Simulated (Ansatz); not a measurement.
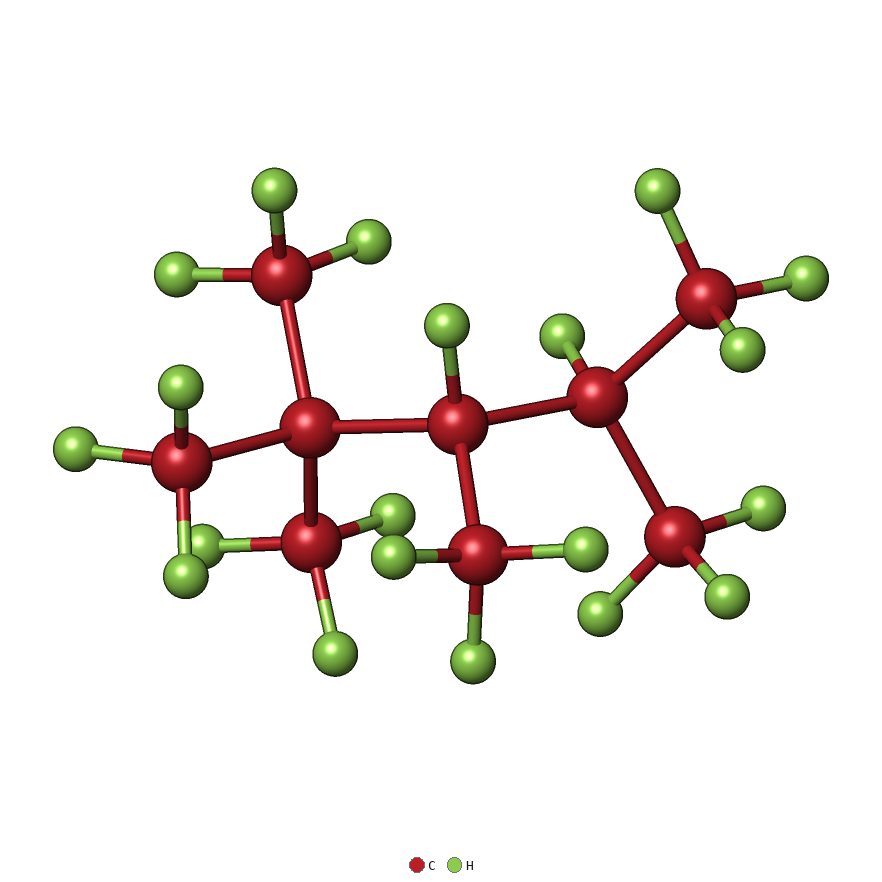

Figure made from data computed with Ansatz.

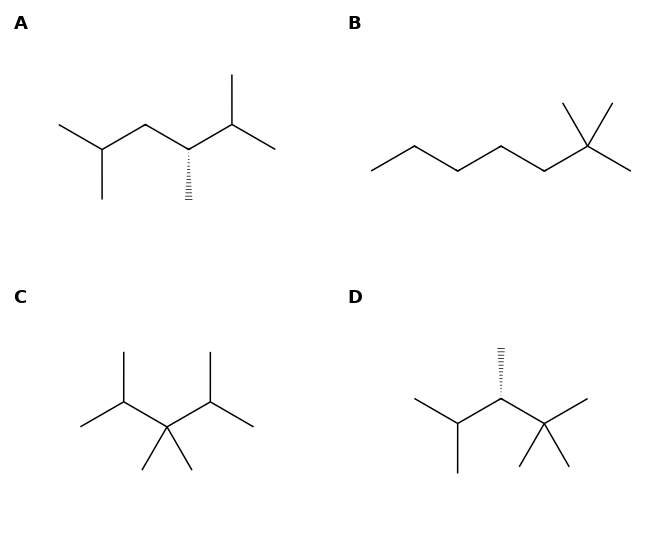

Which structural formula matches the 3D model?

Answer. D, `CC(C)[C@H](C)C(C)(C)C`.
